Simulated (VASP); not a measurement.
Band structure of HfO2 (fluorite). These are PW91 GGA, VASP's PBE PAW potentials (set 64) (plane waves; VASP 6.6.1) values and carry that method's errors.

Unless said otherwise, spin-orbit coupling is left out, though it shifts the bands of the heavy elements here.

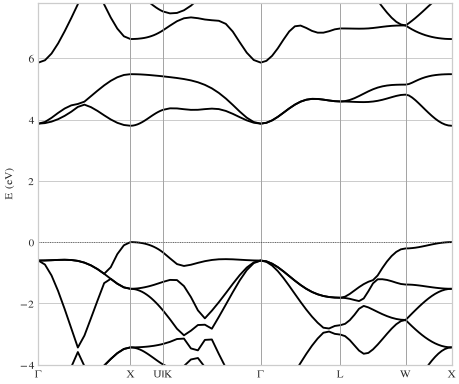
Fig. 1. Bands along high-symmetry lines, zero at the valence-band maximum or, without a gap, the Fermi level

**Question.** Read the plot: is there a gap, and where are the band edges?

**Answer.** The gap is direct, 3.80 eV, from the valence maximum at X to the conduction minimum at X. (Edges off the drawn lines would not show.)

The compound is HfO2 in the fluorite structure, the high-temperature cubic form, which is unstable at 0 K; the monoclinic form is the stable one. It was relaxed first.
